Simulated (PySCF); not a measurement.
# RuNBr: relaxation and vibrations of the quintet

Where does quintet RuNBr go from a linear start, is the end point a minimum, and what are its modes, charges and moments?

Program: PySCF 2.14.0. Level of theory: PBE0, basis Ru def2-TZVP with ECP28, N def2-TZVP, Br def2-TZVP, scalar-relativistic core potentials, no spin–orbit coupling, density fitting. These are calculated values, not measurements.

**1. Starting geometry**

3 atoms, charge 0, spin multiplicity 5.

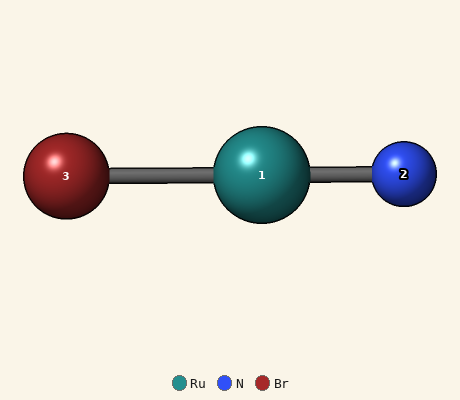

As it starts; ruthenium teal, nitrogen blue, bromine red; atoms are numbered from 1 in the order of the file.

```xyz
3
charge 0 multiplicity 5
Ru    0.0000    0.0000    0.0000
N     0.0000    0.0000   -1.7400
Br    0.0000    0.0000    2.3900
```

**2. The SCF at the typed geometry**

The steps below are one call of a driver around PySCF. For each, scf.py gives the equivalent set-up of the SCF; relaxations use the driver's own optimiser. After this first run the driver tries any further starts and a stability analysis.

scf.py

```python
from pyscf import gto, scf, dft
mol = gto.M(atom='''
Ru     0.000000     0.000000     0.000000
N      0.000000     0.000000    -1.740000
Br     0.000000     0.000000     2.390000''',
    basis={'Ru': 'def2-TZVP', 'N': 'def2-TZVP', 'Br': 'def2-TZVP'},
    ecp={'Ru': 'def2-TZVP'},
    charge=0, spin=4)
mf = dft.UKS(mol, xc='PBE0')
mf.grids.atom_grid = (50, 194)
aux = {'Ru': 'def2-universal-JKFIT', 'N': 'def2-universal-JKFIT', 'Br': 'def2-universal-JKFIT'}
mf = mf.density_fit(auxbasis=aux)
mf.conv_tol = 1e-08
mf.diis_space = 10
mf.max_cycle = 60
mf.init_guess = 'minao'
mf.verbose = 4
mf.kernel()
```

Launch:

```sh
$ OMP_NUM_THREADS=4 python axn.py task.json out
```

The program printed:

```text
init E= -2714.44692789804
[... the frontier-level lines of each cycle are left out ...]
cycle= 1 E= -2721.67678856972  delta_E= -7.23  |g|= 1.81  |ddm|= 3.47
cycle= 2 E= -2711.15740180843  delta_E= 10.5  |g|=  3.7  |ddm|= 7.87
cycle= 3 E= -2722.48857233667  delta_E= -11.3  |g|= 1.13  |ddm|= 7.78
cycle= 4 E= -2722.41183935418  delta_E= 0.0767  |g|= 1.45  |ddm|= 1.42
cycle= 5 E= -2723.15334244178  delta_E= -0.742  |g|= 0.573  |ddm|= 0.831
cycle= 6 E= -2723.24366501609  delta_E= -0.0903  |g|= 0.506  |ddm|= 0.447
cycle= 7 E= -2723.31339457904  delta_E= -0.0697  |g|= 0.309  |ddm|= 0.199
cycle= 8 E= -2723.34655274455  delta_E= -0.0332  |g|= 0.169  |ddm|= 0.198
cycle= 9 E= -2723.35955817883  delta_E= -0.013  |g|= 0.0283  |ddm|= 0.147
cycle= 10 E= -2723.36003240677  delta_E= -0.000474  |g|= 0.00748  |ddm|= 0.0311
cycle= 11 E= -2723.36013837044  delta_E= -0.000106  |g|= 0.00444  |ddm|= 0.0117
cycle= 12 E= -2723.36023195304  delta_E= -9.36e-05  |g|= 0.00452  |ddm|= 0.0141
cycle= 13 E= -2723.36035749924  delta_E= -0.000126  |g|= 0.00204  |ddm|= 0.0293
cycle= 14 E= -2723.36038253985  delta_E= -2.5e-05  |g|= 0.000637  |ddm|= 0.0173
cycle= 15 E= -2723.36038363952  delta_E= -1.1e-06  |g|= 0.00031  |ddm|= 0.00264
cycle= 16 E= -2723.36038386138  delta_E= -2.22e-07  |g|= 9.29e-05  |ddm|= 0.00137
cycle= 17 E= -2723.36038387716  delta_E= -1.58e-08  |g|= 3.26e-05  |ddm|= 0.00033
cycle= 18 E= -2723.36038387937  delta_E= -2.21e-09  |g|= 1.3e-05  |ddm|= 8.19e-05
Extra cycle  E= -2723.36038387969  delta_E= -3.16e-10  |g|= 1.63e-05  |ddm|= 3.26e-05
converged SCF energy = -2723.36038387969  <S^2> = 6.0872072  2S+1 = 5.034762
```

This step, with its further starts and checks, ran for 22 s (4 threads of Arm Neoverse V1, shared host).

Energies from each starting density:

```tsv
start	energy (Eh)
the minimal-basis guess	-2723.360384
a thermally smeared density	-2723.360385
a smeared PBE density	-2723.360385
```

No lower solution of this spin turned up from the other starts or in the test of internal stability.

**3. Relaxation: linear start, quintet**

The program finds C∞v symmetry in the start, which this walk keeps.

scf.py, as its differences from that of step 2:

```diff
@@ -3,3 +3,3 @@
-Ru     0.000000     0.000000     0.000000
-N      0.000000     0.000000    -1.740000
-Br     0.000000     0.000000     2.390000''',
+Ru     0.000000     0.000000    -0.843058
+N      0.000000     0.000000    -2.583058
+Br     0.000000    -0.000000     1.546942''',
@@ -16 +15,0 @@
-mf.init_guess = 'minao'
```

Steps of the walk:

```tsv
step	energy (Eh)	change (kJ/mol)	largest symmetric gradient (Eh/bohr)
0	-2723.360384	0.00	0.03768
1	-2723.362004	-4.25	0.00780
2	-2723.362135	-4.60	0.00097
3	-2723.362140	-4.61	0.00006
```

The walk took 14 s.

End point (C∞v, 3 steps, 4.6 kJ/mol gained): Ru–Br 2.457 Å, Ru–N 1.703 Å; Br–Ru–N 180.0°.

**4. Frequencies**

The point is checked on the finer grid, and tightened if its gradient asks for it. The Hessian and the dipole derivatives come from central differences of analytic gradients, with steps of 0.02 bohr.

scf.py, as its differences from that of step 3:

```diff
@@ -3,3 +3,3 @@
-Ru     0.000000     0.000000    -0.843058
-N      0.000000     0.000000    -2.583058
-Br     0.000000    -0.000000     1.546942''',
+Ru     0.000000     0.000000    -0.872746
+N      0.000000     0.000000    -2.575543
+Br    -0.000000     0.000000     1.583969''',
@@ -10 +10 @@
-mf.grids.atom_grid = (50, 194)
+mf.grids.atom_grid = (75, 302)
@@ -13 +13 @@
-mf.conv_tol = 1e-08
+mf.conv_tol = 1e-10
```

The driver hands on the density of the step before, so the log starts near convergence.

Log of the central SCF (cycles and frontier levels):

```text
init E= -2723.36206812172
[... the frontier-level lines of each cycle are left out ...]
cycle= 1 E= -2723.36206812139  delta_E= 3.3e-10  |g|= 2.88e-05  |ddm|= 2.14e-05
cycle= 2 E= -2723.36206811567  delta_E= 5.72e-09  |g|= 0.00012  |ddm|= 7.83e-05
cycle= 3 E= -2723.36206812174  delta_E= -6.07e-09  |g|= 5.25e-06  |ddm|= 6.3e-05
cycle= 4 E= -2723.36206812177  delta_E= -2.5e-11  |g|= 9.23e-07  |ddm|= 5.78e-06
Extra cycle  E= -2723.36206812177  delta_E= -1.82e-12  |g|= 9.71e-07  |ddm|= 2.68e-06
converged SCF energy = -2723.36206812177  <S^2> = 6.0633724  2S+1 = 5.025285
```

The whole step took 67 s.

Geometry: C∞v; Ru–Br 2.457 Å, Ru–N 1.703 Å; Br–Ru–N 180.0°.

Harmonic modes (main isotopes):

```json
{"ω (cm⁻¹)": "197i", "IR (km/mol)": "16.0", "μ (u)": "19.37"}
{"ω (cm⁻¹)": "38i", "IR (km/mol)": "13.9", "μ (u)": "19.37"}
{"ω (cm⁻¹)": "256", "IR (km/mol)": "24.9", "μ (u)": "69.46"}
{"ω (cm⁻¹)": "911", "IR (km/mol)": "30.0", "μ (u)": "15.60"}
```

With 2 modes imaginary (up to 197i cm⁻¹) this point is a saddle.

The SCF density has lower symmetry than the nuclear frame, so the modes carry no labels; pairs that should be degenerate can split.

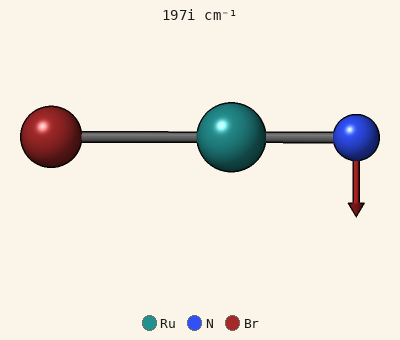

The imaginary mode, as arrows.

Constants and moments:

```yaml
Dipole_moment: 1.19 D
Highest_occupied_level: -6.95 eV
Lowest_empty_level: -5.22 eV
Rotational_constants: 0.04575 cm⁻¹
Zero-point_energy_real_modes: 7.0 kJ/mol
Principal_polarisabilities: 44.8, 45.3, 105.7 bohr³
Atomisation_energy_without_zero-point_energy: 557 kJ/mol
Principal_traceless_quadrupole_moments_about_the_centre_of_mass: -10.41, 4.28, 6.13 D Å
Spin_squared_⟨S²⟩: 6.063
```

Populations by atom (charges in e):

| atom | Mulliken | Löwdin | polar tensor | spin (Mulliken) | Mayer order to Ru1 |
| --- | --- | --- | --- | --- | --- |
| Ru1 | 0.73 | 0.37 | 0.99 | 3.41 | – |
| N2 | -0.35 | -0.25 | -0.40 | 0.59 | 2.23 |
| Br3 | -0.38 | -0.13 | -0.59 | 0.00 | 0.92 |

Outer orbital energies (eV). α occupied: -12.04, -11.81, -11.80, -9.22, -8.70, -8.32, -7.68, -6.95; empty: -4.25, -0.44, -0.27, 0.27. β occupied: -21.41, -20.56, -10.94, -10.88, -10.21, -8.52, -8.37, -8.11; empty: -5.22, -5.20, -3.83, -3.57.

Mulliken populations on Ru1 (outside its core potential): s 2.80, p 6.24, d 6.22, f 0.01.

**5. Leaving the saddle point**

The start is the last point, displaced along its most imaginary mode.

The program finds Cs symmetry in the start, which this walk keeps. The walk stops when the largest gradient is under 0.0003 Eh/bohr and the energy has settled too.

scf.py, as its differences from that of step 4:

```diff
@@ -3,3 +3,3 @@
-Ru     0.000000     0.000000    -0.872746
-N      0.000000     0.000000    -2.575543
-Br    -0.000000     0.000000     1.583969''',
+Ru     0.003674    -0.027676    -0.872757
+N     -0.015793     0.118956    -2.575553
+Br    -0.001942     0.014630     1.583958''',
@@ -10 +10 @@
-mf.grids.atom_grid = (75, 302)
+mf.grids.atom_grid = (50, 194)
@@ -13 +13 @@
-mf.conv_tol = 1e-10
+mf.conv_tol = 1e-08
```

The optimiser's trace:

```tsv
step	energy (Eh)	change (kJ/mol)	largest symmetric gradient (Eh/bohr)
0	-2723.362861	0.00	0.00677
1	-2723.364006	-3.01	0.01071
2	-2723.366313	-9.06	0.01338
3	-2723.369955	-18.63	0.01762
4	-2723.374140	-29.61	0.02417
5	-2723.381956	-50.13	0.05062
6	-2723.387164	-63.81	0.02205
7	-2723.390624	-72.89	0.00414
8	-2723.390808	-73.37	0.00460
9	-2723.390852	-73.49	0.00036
10	-2723.390852	-73.49	0.00008
```

The walk took 37 s.

Geometry (Å) and forces (eV/Å) at some steps:

```
step 0
Ru   0.004  -0.028  -0.873   0.047  -0.348  -0.269
N   -0.016   0.119  -2.576  -0.027   0.196   0.311
Br  -0.002   0.015   1.584  -0.020   0.152  -0.042
step 1
Ru   0.009  -0.068  -0.876   0.074  -0.550  -0.113
N   -0.019   0.142  -2.565  -0.043   0.320   0.169
Br  -0.004   0.031   1.577  -0.031   0.230  -0.056
step 5
Ru   0.072  -0.542  -0.907  -0.194   1.540  -1.614
N   -0.055   0.416  -2.377   0.176  -1.402   2.602
Br  -0.031   0.232   1.420   0.018  -0.138  -0.988
step 10
Ru   0.083  -0.626  -0.926  -0.009   0.000  -0.005
N   -0.061   0.456  -2.190   0.007   0.001   0.003
Br  -0.037   0.277   1.252   0.003  -0.001   0.002
```

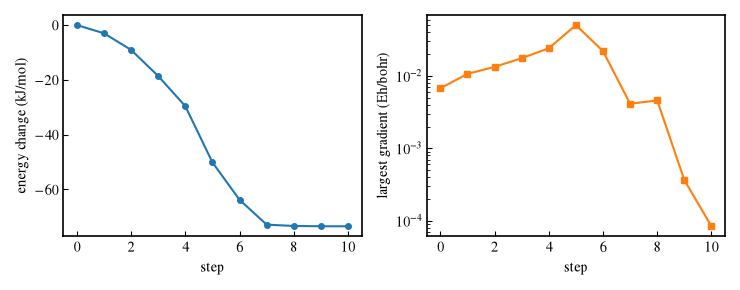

How energy and gradient fall.

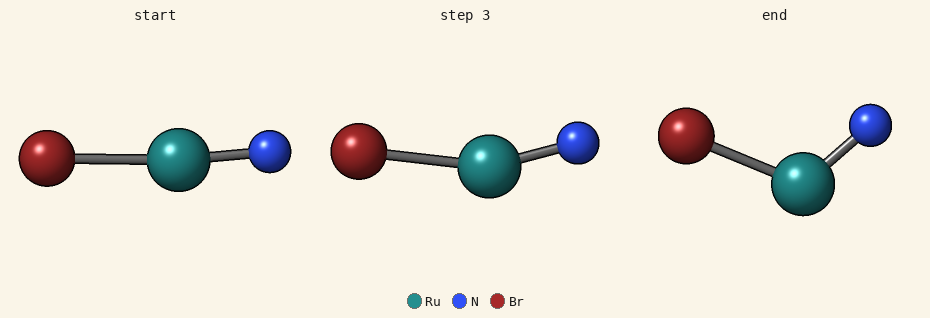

The geometry along the walk, at one scale.

End point (Cs, 10 steps, 73.5 kJ/mol gained): Ru–Br 2.362 Å, Ru–N 1.670 Å; Br–Ru–N 116.5°.

**6. Frequencies**

As before: finer grid, then central differences.

scf.py, as its differences from that of step 5:

```diff
@@ -3,3 +3,3 @@
-Ru     0.003674    -0.027676    -0.872757
-N     -0.015793     0.118956    -2.575553
-Br    -0.001942     0.014630     1.583958''',
+Ru     0.058927    -0.443853    -0.791830
+N     -0.084816     0.638855    -2.055189
+Br    -0.061013     0.459559     1.386846''',
@@ -10 +10 @@
-mf.grids.atom_grid = (50, 194)
+mf.grids.atom_grid = (75, 302)
@@ -13 +13 @@
-mf.conv_tol = 1e-08
+mf.conv_tol = 1e-10
```

SCF at the final geometry:

```text
init E= -2723.39078006814
[... the frontier-level lines of each cycle are left out ...]
cycle= 1 E= -2723.39078006775  delta_E= 3.86e-10  |g|= 3.18e-05  |ddm|= 3.05e-05
cycle= 2 E= -2723.39078006289  delta_E= 4.86e-09  |g|= 0.000111  |ddm|= 8.29e-05
cycle= 3 E= -2723.39078006807  delta_E= -5.17e-09  |g|= 1.93e-05  |ddm|= 6.09e-05
cycle= 4 E= -2723.39078006822  delta_E= -1.55e-10  |g|= 9.45e-07  |ddm|= 1.39e-05
cycle= 5 E= -2723.39078006824  delta_E= -1.86e-11  |g|= 7.14e-07  |ddm|= 3.5e-06
Extra cycle  E= -2723.39078006824  delta_E= 3.64e-12  |g|= 8.97e-07  |ddm|= 1.9e-06
converged SCF energy = -2723.39078006824  <S^2> = 6.0259405  2S+1 = 5.0103654
```

The whole step ran for 73 s (4 threads of Arm Neoverse V1, shared host).

Geometry: Cs; Ru–Br 2.362 Å, Ru–N 1.670 Å; Br–Ru–N 116.5°.

Harmonic modes (main isotopes):

```csv
symmetry,ω (cm⁻¹),IR (km/mol),μ (u),type
a',166,2.8,17.75,bend
a',291,22.9,78.63,stretch
a',961,47.3,15.62,stretch
```

All wavenumbers are real: a minimum.

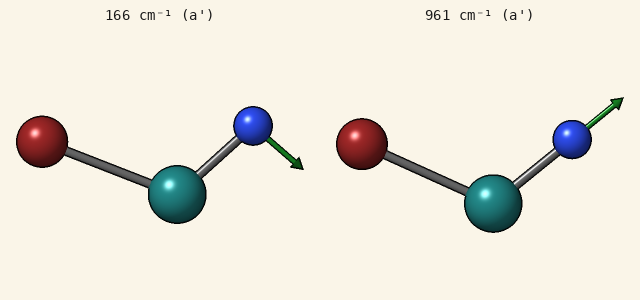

Displacements of 2 of the modes, as arrows (one member where a mode is degenerate).

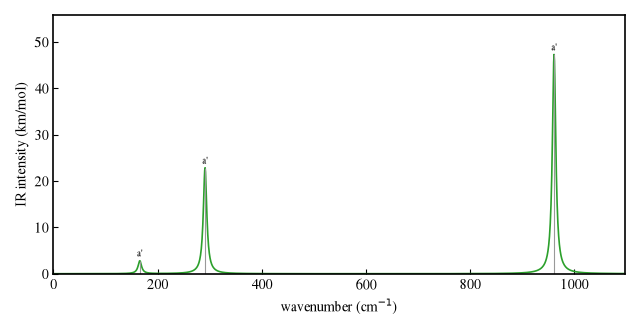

The harmonic infrared spectrum (widths in cm⁻¹). Lines are broadened to a width of 8 cm⁻¹ (Lorentzian).

Properties at this point:

* Dipole moment: 2.41 D
* Highest occupied level: -6.60 eV
* Lowest empty level: -4.48 eV
* Rotational constants: 0.6865, 0.05744, 0.05301 cm⁻¹
* Zero-point energy: 8.5 kJ/mol
* Principal polarisabilities: 43.5, 58.6, 88.5 bohr³
* Atomisation energy without zero-point energy: 632 kJ/mol
* Principal traceless quadrupole moments about the centre of mass: -7.60, 2.97, 4.63 D Å
* Entropy at 298.15 K and 1 bar (electronic part: spin only): 314.4 J/(mol K)
* Heat capacity Cp at 298.15 K: 50.0 J/(mol K)
* Enthalpy at 298.15 K above 0 K: 12.78 kJ/mol
* Rotational symmetry number: 1
* Spin squared ⟨S²⟩: 6.026

Populations by atom (charges in e):

```json
{"atom": "Ru1", "Mulliken": "0.78", "Löwdin": "0.21", "polar tensor": "0.76", "spin (Mulliken)": "2.94", "Mayer order to Ru1": "–"}
{"atom": "N2", "Mulliken": "-0.45", "Löwdin": "-0.25", "polar tensor": "-0.34", "spin (Mulliken)": "0.89", "Mayer order to Ru1": "2.36"}
{"atom": "Br3", "Mulliken": "-0.33", "Löwdin": "0.04", "polar tensor": "-0.42", "spin (Mulliken)": "0.17", "Mayer order to Ru1": "1.07"}
```

Outer orbital energies (eV). α occupied: -11.63, -11.09, -11.04, -9.23, -8.75, -8.70, -6.87, -6.60; empty: -2.81, -1.44, -0.17, 0.93. β occupied: -21.45, -20.33, -11.02, -10.23, -9.70, -9.63, -8.90, -8.34; empty: -4.48, -4.37, -3.01, -2.14.

Mulliken populations on Ru1 (outside its core potential): s 2.54, p 6.33, d 6.35, f 0.01.

**7. All stationary points**

| spin | group | bonds | imaginary modes (cm⁻¹) | ΔE (kJ/mol) | with zero-point energy |
| --- | --- | --- | --- | --- | --- |
| quintet | Cs | Ru–Br 2.362 Å, Ru–N 1.670 Å | none | 0.0 | 0.0 |
| quintet | C∞v (density of lower symmetry) | Ru–Br 2.457 Å, Ru–N 1.703 Å | 197i, 38i | 75.4 | – |

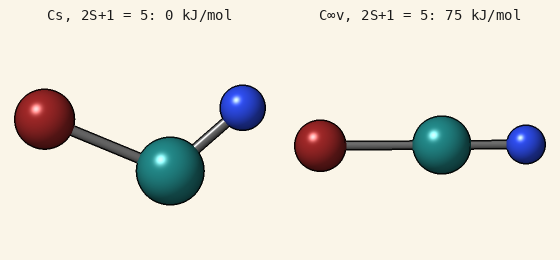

The points, lowest first (ruthenium teal, nitrogen blue, bromine red).

**8. Outcome**

| quantity | value |
| --- | --- |
| minimum | quintet, Cs |
| geometry | Ru–Br 2.362 Å, Ru–N 1.670 Å; Br–Ru–N 116.5° |
| wavenumbers (cm⁻¹) | 166 (a'), 291 (a'), 961 (a') |
| dipole moment | 2.41 D |
| highest occupied, lowest empty level (either spin) | -6.60, -4.48 eV |
| polar-tensor charge of Ru1 | +0.76 e |
| zero-point energy | 8.5 kJ/mol |
| entropy at 298.15 K | 314.4 J/(mol K) |
| atomisation energy (no zero-point energy) | 632 kJ/mol |
| ⟨S²⟩ | 6.026 |

In words: The linear start (C∞v) ends in a minimum of Cs symmetry, after a stop at a second-order saddle point 75.4 kJ/mol higher, from which it was pushed off along an imaginary mode. In the infrared the band at 961 cm⁻¹ (a', stretch) leads. Most of the spin sits on Ru1 (Mulliken spin 2.94, against 4 for the whole molecule). Other starts or spin states, not run here, may lie lower. One determinant may miss the lowest occupation of an open d or f shell.

The search up to here took 3.6 min.
